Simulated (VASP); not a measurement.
Band structure of SnO (litharge). Level of theory: MS2 meta-GGA, VASP's PBE PAW potentials (set 64) (plane waves; VASP).

Unless said otherwise, spin-orbit coupling is left out, though it shifts the bands of the heavy elements here.

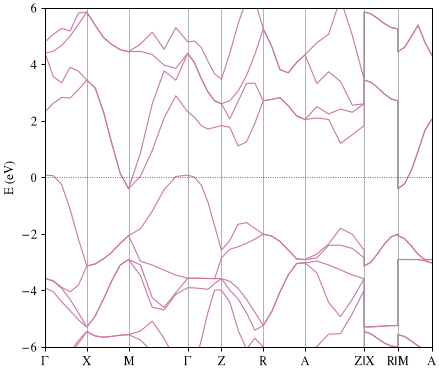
Fig. 1. Bands along high-symmetry lines, zero at the valence-band maximum or, without a gap, the Fermi level

**Question.** Read the plot: is there a gap, and where are the band edges?

**Answer.** It has no gap at this level: it comes out as a metal or semimetal.

Measured: gap 0.70 eV (computed value off by -0.70 eV), as given by David Waroquiers et al., Physical Review B (2013), arXiv:1302.6756.

The compound is SnO in the litharge structure. It was relaxed first.
